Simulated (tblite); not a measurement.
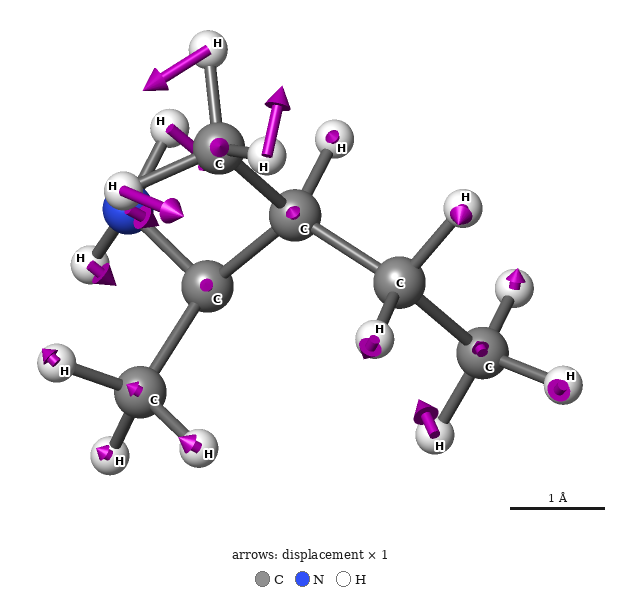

A relaxation of C₆H₁₄N (multiplicity 2). The starting structure is drawn; purple arrows show the displacements, at their true length. The two geometries are superimposed by the best rigid fit.

The picture is a ball-and-stick view, seen at a tilt.

These are results of GFN2-xTB geometry optimisation, gas phase (tblite), not measurements. 

Which element moves most?

Answer. Hydrogen: up to 1.06 Å, against 0.45 Å for nitrogen.

What did the optimiser do to the structure, and how much energy did it gain?

Answer. The largest move after the best rigid fit is that of an H atom, 1.06 Å. By element the largest moves are H 1.06 Å, N 0.45 Å, C 0.22 Å. Among the contacts that change: C–C 1.463 → 1.539 Å, C–N 1.453 → 1.407 Å, C–H 1.126 → 1.087 Å, H–N 1.040 → 1.012 Å. Among the angles between lasting bonds that change: C–C–C 118.2° → 111.9°, C–C–H 103.4° → 109.6°, C–C–H 114.8° → 109.3°. Groups turn about C–C by about 50°. After 132 geometry steps the energy has fallen by 0.668 eV. The run took 0.72 s on 1 thread of Arm Neoverse V2 (shared host).
